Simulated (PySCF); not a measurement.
## What a change does: single-point calculation on Si2H6

System: Si2H6.
Method of the first run: RKS PBE0-D4/def2-TZVPP, density fitting (PySCF 2.14.0).

The geometry comes from this level: PBE0-D4/def2-TZVP. Text and figures count atoms from 1; the logs count them from 0 in places.

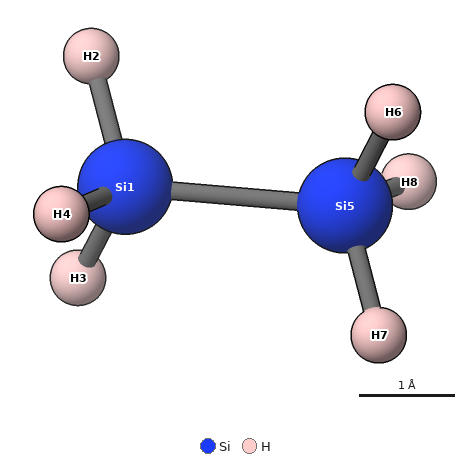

Figure 1. The structure (ball-and-stick view, seen at a tilt; atoms are numbered from 1 in the order of the input).

### Input, the first run
```python
import json, numpy as np
from pyscf import gto, scf, dft, mp, cc
EV, BOHR = 27.211386245988, 0.529177210903
mol = gto.M(atom="""
Si -0.085383 -0.980624 -1.328014
H 1.033336 -0.008995 -1.459824
H 0.112631 -2.073457 -2.317920
H -1.361615 -0.281699 -1.639508
Si -0.147754 -1.854069 0.840211
H -0.308542 -0.757768 1.833648
H -1.289250 -2.797389 0.982509
H 1.113444 -2.584903 1.137716
""", basis="def2-tzvpp", charge=0, spin=0, max_memory=8670, verbose=0)
def mean_field(mol, dm=None):
    mf = dft.RKS(mol, xc="pbe0").density_fit()
    mf.conv_tol = 1e-9; mf.grids.level = 4
    mf.kernel(dm0=dm)
    if not mf.converged: mf = mf.newton().run(mf.mo_coeff, mf.mo_occ)
    assert mf.converged
    return mf
def d4(mol):
    from pyscf.dispersion.dftd4 import DFTD4Dispersion
    real = gto.M(atom=[(mol.atom_pure_symbol(i), mol.atom_coord(i)) for i in range(8)], unit='B', charge=mol.charge, spin=None, basis='def2-svp', verbose=0)
    r = DFTD4Dispersion(real, xc="pbe0", atm=True).get_dispersion(grad=True); return r["energy"], r["gradient"]
def energy_and_gradient(mol, dm=None):
    mf = mean_field(mol, dm); e, g = d4(mol)
    return mf, (mf.e_tot + e) * EV, (mf.nuc_grad_method().kernel()[:8] + g) * EV / BOHR
out = {}
mf = mean_field(mol); e = d4(mol)[0]
out.update(energy=(mf.e_tot + e) * EV, converged=True, dispersion=e * EV)
out['s2'] = mf.spin_square()[0]; out['nelec'] = mol.nelec
print(f"Total energy {out['energy']:.6f} eV, <S^2> {out['s2']:.4f}")
json.dump(out, open("out.json", "w"), default=float)
```

Command:
```bash
OMP_NUM_THREADS=4 python run.py
```

Hardware: 4 threads of Arm Neoverse V2, 23 GiB of memory available, shared host.

### Output (the first run)
```
Total energy -15846.369023 eV, <S^2> 0.0000
```

The input of the second run differs as follows (lines with − go, lines with + come):
```diff
-    mf = dft.RKS(mol, xc="pbe0").density_fit()
+    mf = dft.RKS(mol, xc="pbe").density_fit()
-    r = DFTD4Dispersion(real, xc="pbe0", atm=True).get_dispersion(grad=True); return r["energy"], r["gradient"]
+    r = DFTD4Dispersion(real, xc="pbe", atm=True).get_dispersion(grad=True); return r["energy"], r["gradient"]
```

Predict how the results change.

The total energies belong to different models, so their difference says nothing on which is more stable or more accurate. The functional changes from PBE0 to PBE.

### Output (the second run)
```
Total energy -15844.617300 eV, <S^2> 0.0000
```

### The two runs side by side

| quantity | the first run | the second run |
| --- | --- | --- |
| outcome | converged | converged |
| total energy (hartree) | −582.343321 | −582.278946 |
| basis functions | 168 | 168 |
| wall time (shared host) | 4.6 s | 5 s |
